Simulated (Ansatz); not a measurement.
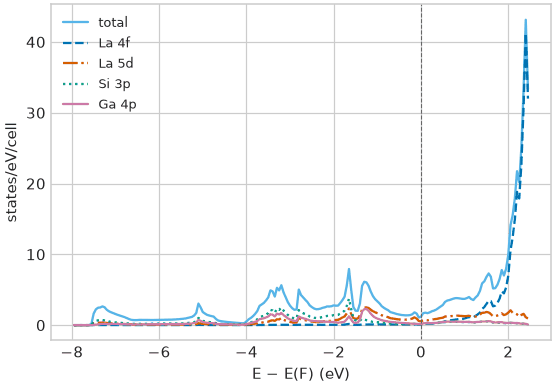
Figure: Total and projected density of states of LaGaSi in space group I4_1md (No. 109; La on 4a, Ga on 4a, Si on 4a), DFT-r²SCAN in the program Ansatz with PAW potentials

Question: Which orbitals carry the states next to the Fermi level?

Answer: Within 0.5 eV of the Fermi level: La 5d 47 %, Ga 4p 16 %, Si 3p 12 %, La 4f 10 %, Ga 4s 6 %. Projections are on Löwdin-orthogonalised atomic valence shells; empty p or d shells of many metals are not among them.

Question: Where is the tallest occupied peak in this window, and what makes it?

Answer: Near -1.6 eV, about 7.9 states/eV per cell; the largest projected share is Si 3p.

The workflow started from a Materials Project entry (that database holds measured and hypothetical structures alike); the Crystallography Open Database copy checked does not list it. With Ga and Si taken as one species the cell has the higher symmetry I4_1/amd, so it may be an ordered model of a mixed-site phase. Its standing as an ambient phase is unchecked. The cell was relaxed with r²SCAN under the symmetry of its start; whether a distortion lowers the energy is not shown. Spin–orbit coupling is left out wherever it is not named.

Potentials: the later of the program's two PAW sets.
